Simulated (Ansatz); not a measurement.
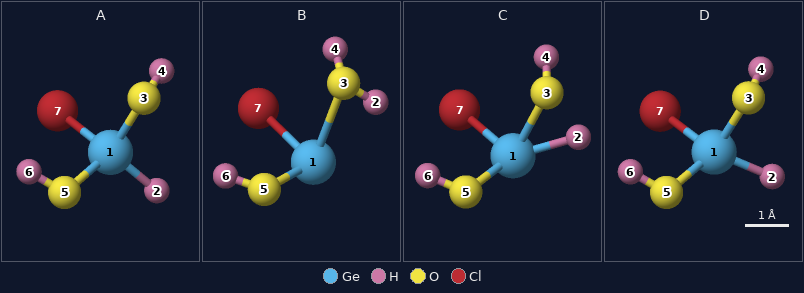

4 geometries from a converged minimum-energy path of GeH3O2Cl, shuffled. Style: ball-and-stick. Shown from a free direction.

Level of theory: RKS PBE-D4/def2-SVP in Ansatz 0.2.0. Set-up: 9 movable images; climbing image; force threshold 0.05 eV/Å; iteration limit 60; starting path through a guess of the saddle point.

### One of them is the converged climbing image. Which?

C. In order along the path, whose images run from 0 to 10: A (image 2, +1.4 kcal/mol), D (image 3, +10.1 kcal/mol), C (image 5, +46.5 kcal/mol), B (image 7, +9.8 kcal/mol). Breaking: Ge1–H2 (1.54 → 1.62 at the top → 2.82 Å), Ge1–O3 (1.79 → 1.99 at the top → 2.36 Å). Forming: H2–O3 (2.80 → 1.52 at the top → 0.98 Å).
